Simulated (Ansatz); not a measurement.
# C₃H₁₀CuOP: how energies converge with the basis set

Aim: see how fast density functionals converge with the basis set for C₃H₁₀CuOP.

Method: one geometry, several basis sets; program: Ansatz 0.2.0, Gaussian basis.

Levels to be run: PBE0-D4/def2-SVP; ωB97M-V/def2-SVP; PBE0-D4/def2-QZVPP; ωB97M-V/def2-QZVPP; the functionals' def2-TZVPP values are taken from earlier runs.

## Step 1: The geometry

The geometry comes from an earlier relaxation with PBE0-D4 in a triple-zeta def2 set; it is a stationary point, not always the lowest conformer.

SMILES `C[P+](C)(C)[Cu-][OH]`, 16 atoms, charge 0, spin multiplicity 1.

Atoms are counted from 1 here; the program's logs count them from 0.

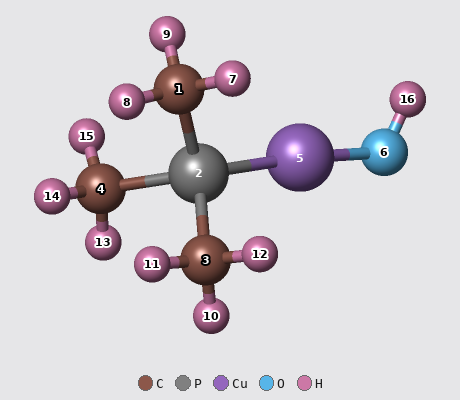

The structure; carbon brown, phosphorus grey, copper purple, oxygen blue, hydrogen pink; atoms are numbered from 1 in the order of the file.

## Step 2: PBE0-D4 in def2-SVP

File in.yaml:

```yaml
crystal:
  periodic: [false, false, false]
  atoms:
    - {symbol: C, position_ang: [-0.533993, -1.476862, 0.840429]}
    - {symbol: P, position_ang: [0.015884, 0.033249, -0.015970]}
    - {symbol: C, position_ang: [1.824210, -0.173167, -0.080153]}
    - {symbol: C, position_ang: [-0.486738, -0.273631, -1.739379]}
    - {symbol: Cu, position_ang: [-0.669417, 1.879958, 0.841953]}
    - {symbol: O, position_ang: [-1.149350, 3.483273, 1.481290]}
    - {symbol: H, position_ang: [-0.190620, -1.452553, 1.875714]}
    - {symbol: H, position_ang: [-0.145209, -2.373952, 0.352451]}
    - {symbol: H, position_ang: [-1.624368, -1.514627, 0.846640]}
    - {symbol: H, position_ang: [2.260874, 0.634780, -0.669204]}
    - {symbol: H, position_ang: [2.099882, -1.133033, -0.523779]}
    - {symbol: H, position_ang: [2.231864, -0.111875, 0.929981]}
    - {symbol: H, position_ang: [-0.114429, 0.531816, -2.374267]}
    - {symbol: H, position_ang: [-0.099810, -1.228613, -2.103315]}
    - {symbol: H, position_ang: [-1.575847, -0.277239, -1.804119]}
    - {symbol: H, position_ang: [-1.842914, 3.452467, 2.141729]}
basis:
  gaussian: {orbitals: def2-SVP}
hamiltonian: {xc: pbe0, dispersion: d4}
output: {orbitals: {seedname: orbitals}}
```

Command:

```bash
$ ansatz run in.yaml --threads 2 --pin off --events-out ev --progress --plain --max-ram 22528MiB --backend cpu
```

After this run come: ωB97M-V in def2-SVP; PBE0-D4 in def2-QZVPP; ωB97M-V in def2-QZVPP.

Q: Predict the results of all the runs planned. Wanted: PBE0-D4: double and triple zeta above quadruple; ωB97M-V: double and triple zeta above quadruple.

The runs gave:

```
                                       quantity           value
PBE0-D4: double and triple zeta above quadruple  18.26, 1.79 eV
ωB97M-V: double and triple zeta above quadruple  18.57, 1.74 eV
```

PBE0-D4 gains 16.47 eV from double to triple zeta, then 1.79 eV more. Total energies overstate the basis error of differences, where much of it tends to cancel. The LUMO of ωB97M-V is positive and keeps falling with the basis (1.69 to 0.87 eV): an unbound level that the basis holds in place.
